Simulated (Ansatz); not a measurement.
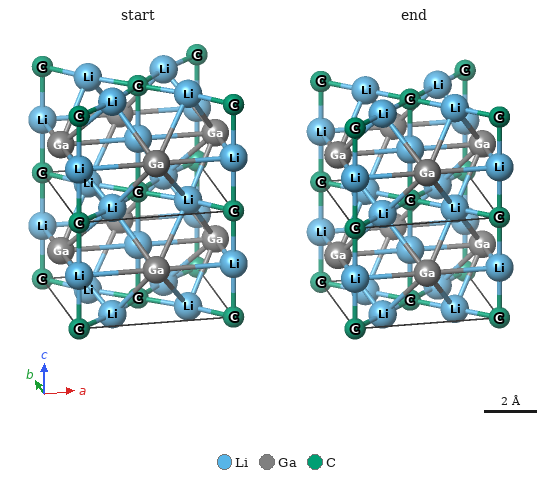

The structure of solid Li3GaC (a generated structure, set up in P4/mbm) (coarse preliminary run) before (left) and after (right) a relaxation, at one scale.

A ball-and-stick model of the cell of the calculation, repeated 1 × 1 × 2 with one cell outlined, seen slightly off an axis.

Level of theory: DFT PBE, scalar-relativistic, plane waves, PAW in Ansatz 0.2.0. Settings: plane-wave cutoff 420 eV; k-point mesh 4 × 4 × 4; occupations gaussian; smearing width 0.1 eV; no spin polarisation; cell and atoms relaxed; force threshold 0.04 eV/Å; at most 70 steps.

> Describe what moved and what it gained.

The largest moves relative to the cell, 0.16 Å, are those of Li atoms. Ga and C stay in place. Cell: a = b 6.178 → 5.773 Å (−6.6 %), c 4.369 → 4.129 Å (−5.5 %). Volume −17.5 %. Some distances before and after: Ga–Li 3.213 → 2.904 Å, Ga–Li 3.089 → 2.887 Å, C–Li 2.191 → 2.041 Å, C–Li 2.184 → 2.064 Å. Bond angles that change, for instance: C–Li–C 171.0° → 180.0°, Ga–Li–Ga 94.7° → 90.7°, Ga–Li–C 93.1° → 90.0°. Within 0.06 Å the space group is P4/mbm at the start and Pm-3m at the end; at a tighter tolerance small leftover displacements or strains of the cell lower it. Over 3 accepted moves (4 points after the start) the energy falls by 62.9 meV per atom. The largest force component goes from 0.14 to 0.00069 eV/Å. Pressure: −5.28 GPa at the start and −0.08 GPa at the end. At 1 point the geometry stayed and the basis and grid were re-selected for the new cell (energy shift of 0.7 meV per atom at most each time).
